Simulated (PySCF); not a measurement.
# As²⁺: interval between two levels with spin-orbit coupling

Each state of arsenic is computed at each level; their differences give the interval between two levels. How far do the methods differ?

The numbers are computed with PySCF 2.14.0 (two-component X2C-1e, generalised determinants), except any that are marked as measured or tabulated.

## 1. The system

```
Element                                   : arsenic (Z = 33)
Basis                                     : x2c-TZVPall-2c
Hamiltonian                               : two-component X2C-1e, Gaussian nucleus, no Breit or QED terms; spin-orbit coupling, run by run: off; screened by Boettger's factors
Core shells frozen in the correlated runs : [Ne] (for As²⁺)
State 1                                   : As²⁺ 3d10 4s2 4p1 2P3/2: [Ar] 3d10 4s2 4p1; 4p3/2 filled at m_j = +3/2
State 2                                   : As²⁺ 3d10 4s1 4p2 4P5/2: [Ar] 3d10 4s1 4p2; 4s1/2 filled at m_j = +1/2; 4p3/2 filled at m_j = +1/2, +3/2
Methods                                   : GHF, GMP2
```

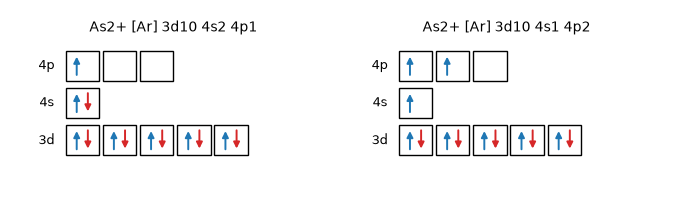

The shells outside the core, filled by Hund's rule for the drawing.

All steps ran in one process of a driver on top of PySCF, which takes the settings above as its task.

The driver's launch:

```bash
$ OMP_NUM_THREADS=1 python sorun2.py TASK.json OUT
```

The integrals over 54 functions and the set-up took 0.5 s of CPU time.

## 2. As²⁺ 3d10 4s2 4p1 2P3/2

Level: GHF (spin-free).

The log of the run:

```text
cycle= 1 E= -2257.9475026666  delta_E= -2.26e+03  |FDS-SDF|= 0.0106
cycle= 2 E= -2257.9525897598  delta_E= -0.00509  |FDS-SDF|= 0.00419
cycle= 3 E= -2257.9531375801  delta_E= -0.000548  |FDS-SDF|= 0.00186
cycle= 4 E= -2257.9531822309  delta_E= -4.47e-05  |FDS-SDF|= 0.00015
cycle= 5 E= -2257.9531832314  delta_E= -1e-06  |FDS-SDF|= 2.96e-05
cycle= 6 E= -2257.9531832606  delta_E= -2.92e-08  |FDS-SDF|= 2.52e-06
cycle= 7 E= -2257.9531832610  delta_E= -3.86e-10  |FDS-SDF|= 3.65e-07
```

It took 0.36 s on 1 thread of Neoverse-V2, shared host, the integrals not counted.

Occupied spinors (without spin-orbit coupling the j labels only name the start):

```
spinor shell  electrons  mean energy (eV)  weight of the nominal j  rms radius (bohr)
       1s1/2          2          -11966.7                    1.000             0.0524
       2s1/2          2           -1594.1                    1.000              0.219
       2p3/2          4           -1395.5                    0.833              0.196
       2p1/2          2           -1395.4                    0.667              0.196
       3s1/2          2           -246.89                    1.000              0.639
       3p3/2          4           -183.15                    0.833              0.667
       3p1/2          2           -182.89                    0.667              0.667
       3d5/2          6           -77.945                    0.800              0.746
       3d3/2          4           -77.838                    0.700              0.745
       4s1/2          2           -37.534                    0.999               1.98
       4p3/2          1           -27.589                    1.000               2.33
```

M_J = 3/2, ⟨J²⟩ = 3.759, ⟨L²⟩ = 2.007, ⟨S²⟩ = 0.752.

Level: GMP2 (spin-free).

The driver printed no log here.

Time after the integrals: 0.35 s (1 thread of Neoverse-V2, shared host).

With 21 electrons correlated, the MP2 correlation energy is -0.31409 hartree. Largest pairs: 3d3/2-3d5/2 -0.0494, 3d5/2-3d5/2 -0.0344, 3d5/2-3p3/2 -0.0330, 4s1/2-4s1/2 -0.0221, 3d3/2-3p3/2 -0.0220.

Level: GHF (screened spin-orbit).

The log of the run:

```text
cycle= 1 E= -2258.0373893530  delta_E= -2.26e+03  |FDS-SDF|= 0.012
cycle= 2 E= -2258.0426248962  delta_E= -0.00524  |FDS-SDF|= 0.00421
cycle= 3 E= -2258.0431669461  delta_E= -0.000542  |FDS-SDF|= 0.00179
cycle= 4 E= -2258.0432121847  delta_E= -4.52e-05  |FDS-SDF|= 0.000268
cycle= 5 E= -2258.0432142196  delta_E= -2.03e-06  |FDS-SDF|= 3.51e-05
cycle= 6 E= -2258.0432142605  delta_E= -4.09e-08  |FDS-SDF|= 2.93e-06
cycle= 7 E= -2258.0432142610  delta_E= -4.72e-10  |FDS-SDF|= 3.28e-07
```

It took 0.36 s on 1 thread of Neoverse-V2, shared host, the integrals not counted.

The outer occupied spinors:

```
spinor shell  electrons  mean energy (eV)  weight of the nominal j  rms radius (bohr)
       2p3/2          4           -1383.5                    1.000              0.197
       3s1/2          2           -246.92                    1.000              0.639
       3p1/2          2           -186.67                    0.999              0.660
       3p3/2          4           -181.39                    1.000              0.670
       3d3/2          4           -78.398                    0.981              0.743
       3d5/2          6           -77.639                    0.987              0.748
       4s1/2          2           -37.554                    0.999               1.98
       4p3/2          1           -27.464                    1.000               2.34
```

M_J = 3/2, ⟨J²⟩ = 3.759, ⟨L²⟩ = 2.009, ⟨S²⟩ = 0.754.

Level: GMP2 (screened spin-orbit).

This step left no log, only its results.

Time after the integrals: 0.31 s (1 thread of Neoverse-V2, shared host).

With 21 electrons correlated, the MP2 correlation energy is -0.31412 hartree. Largest pairs: 3d3/2-3d5/2 -0.0499, 3d5/2-3d5/2 -0.0343, 3d5/2-3p3/2 -0.0329, 3d3/2-3p3/2 -0.0225, 4s1/2-4s1/2 -0.0222.

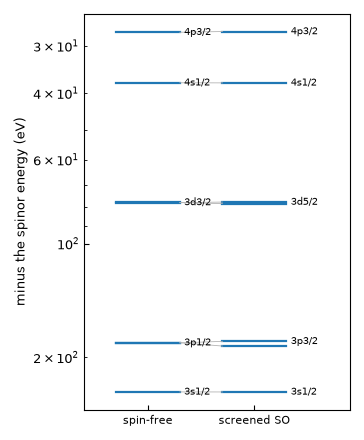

The highest 7 spinor levels of As²⁺ 3d10 4s2 4p1 2P3/2 on a logarithmic scale, without and with spin-orbit coupling.

## 3. As²⁺ 3d10 4s1 4p2 4P5/2

Level: GHF (spin-free).

The log of the run:

```text
cycle= 1 E= -2257.6766266152  delta_E= -2.26e+03  |FDS-SDF|= 0.0247
cycle= 2 E= -2257.7116352265  delta_E= -0.035  |FDS-SDF|= 0.0115
cycle= 3 E= -2257.7140001130  delta_E= -0.00236  |FDS-SDF|= 0.00347
cycle= 4 E= -2257.7143628764  delta_E= -0.000363  |FDS-SDF|= 0.000455
cycle= 5 E= -2257.7143649874  delta_E= -2.11e-06  |FDS-SDF|= 6.74e-05
cycle= 6 E= -2257.7143650670  delta_E= -7.96e-08  |FDS-SDF|= 9.31e-06
cycle= 7 E= -2257.7143650687  delta_E= -1.71e-09  |FDS-SDF|= 6.35e-07
```

It took 0.36 s on 1 thread of Neoverse-V2, shared host, the integrals not counted.

Occupied spinors (without spin-orbit coupling the j labels only name the start):

```
spinor shell  electrons  mean energy (eV)  weight of the nominal j  rms radius (bohr)
       1s1/2          2          -11967.9                    1.000             0.0524
       2s1/2          2           -1595.2                    1.000              0.219
       2p3/2          4           -1396.7                    0.833              0.196
       2p1/2          2           -1396.7                    0.667              0.196
       3s1/2          2           -247.97                    1.000              0.639
       3p3/2          4           -184.43                    0.833              0.666
       3p1/2          2           -184.32                    0.667              0.667
       3d5/2          6           -79.185                    0.800              0.745
       3d3/2          4           -79.190                    0.700              0.744
       4s1/2          1           -42.529                    1.000               1.95
       4p3/2          2           -29.439                    0.833               2.27
```

M_J = 5/2, ⟨J²⟩ = 8.755, ⟨L²⟩ = 2.003, ⟨S²⟩ = 3.751.

Level: GMP2 (spin-free).

This step left no log, only its results.

Time after the integrals: 0.31 s (1 thread of Neoverse-V2, shared host).

With 21 electrons correlated, the MP2 correlation energy is -0.27430 hartree. Largest pairs: 3d3/2-3d5/2 -0.0489, 3d5/2-3d5/2 -0.0339, 3d5/2-3p3/2 -0.0313, 3d3/2-3p3/2 -0.0208, 3d5/2-3p1/2 -0.0172.

Level: GHF (screened spin-orbit).

The log of the run:

```text
cycle= 1 E= -2257.7671056172  delta_E= -2.26e+03  |FDS-SDF|= 0.0248
cycle= 2 E= -2257.8017083583  delta_E= -0.0346  |FDS-SDF|= 0.0112
cycle= 3 E= -2257.8040800324  delta_E= -0.00237  |FDS-SDF|= 0.00357
cycle= 4 E= -2257.8044674236  delta_E= -0.000387  |FDS-SDF|= 0.000748
cycle= 5 E= -2257.8044951716  delta_E= -2.77e-05  |FDS-SDF|= 0.000401
cycle= 6 E= -2257.8045133845  delta_E= -1.82e-05  |FDS-SDF|= 0.00018
cycle= 7 E= -2257.8045178514  delta_E= -4.47e-06  |FDS-SDF|= 2.62e-05
cycle= 8 E= -2257.8045178944  delta_E= -4.3e-08  |FDS-SDF|= 1.32e-06
cycle= 9 E= -2257.8045178944  delta_E= -4.14e-11  |FDS-SDF|= 2.33e-07
```

Time after the integrals: 0.43 s (1 thread of Neoverse-V2, shared host).

The outer occupied spinors:

```
spinor shell  electrons  mean energy (eV)  weight of the nominal j  rms radius (bohr)
       2p3/2          4           -1384.7                    1.000              0.197
       3s1/2          2           -248.00                    1.000              0.639
       3p1/2          2           -188.02                    0.996              0.659
       3p3/2          4           -182.70                    0.998              0.669
       3d3/2          4           -79.714                    0.947              0.744
       3d5/2          6           -78.891                    0.965              0.745
       4s1/2          1           -42.534                    0.999               1.95
       4p3/2          2           -29.385                    0.812               2.27
```

M_J = 5/2, ⟨J²⟩ = 8.754, ⟨L²⟩ = 2.014, ⟨S²⟩ = 3.747. Rows whose weight is well below 1 mix j = l ± 1/2: exchange competes with spin-orbit coupling there.

Level: GMP2 (screened spin-orbit).

The driver printed no log here.

It took 0.31 s on 1 thread of Neoverse-V2, shared host, the integrals not counted.

With 21 electrons correlated, the MP2 correlation energy is -0.27434 hartree. Largest pairs: 3d3/2-3d5/2 -0.0509, 3d5/2-3d5/2 -0.0330, 3d5/2-3p3/2 -0.0315, 3d3/2-3p3/2 -0.0220, 3d5/2-3p1/2 -0.0168.

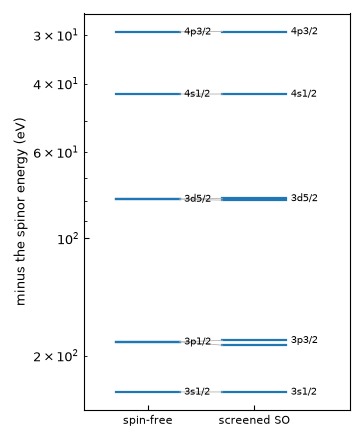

The highest 7 spinor levels of As²⁺ 3d10 4s1 4p2 4P5/2 on a logarithmic scale, without and with spin-orbit coupling.

## 4. The energy differences

Interval between two levels: As²⁺ [Ar] 3d10 4s2 4p1 [4p3/2^1, M_J = 3/2] → As²⁺ [Ar] 3d10 4s1 4p2 [4s1/2^1 4p3/2^2, M_J = 5/2].

```
                    method  value (eV)  CPU time, both states (s)
           GHF (spin-free)       6.499                       0.72
          GMP2 (spin-free)       7.581                        1.4
 GHF (screened spin-orbit)       6.495                       0.79
GMP2 (screened spin-orbit)       7.578                        1.4
```

Times are CPU seconds on a shared host without the integrals; correlated rows include their Hartree-Fock run.

## 5. Results

| quantity | value |
| --- | --- |
| interval between two levels, As²⁺ → 3d10 4s1 4p2 4P5/2 | GHF (spin-free) 6.499, GMP2 (screened spin-orbit) 7.578 eV |

What this shows: The methods span 1.086 eV, from GHF (screened spin-orbit) (6.495) to GMP2 (spin-free) (7.581). No reference value is at hand in this session. Spin-orbit coupling moves the difference by -0.004 eV at GMP2. All values hold for this basis alone; no basis-set limit was taken.
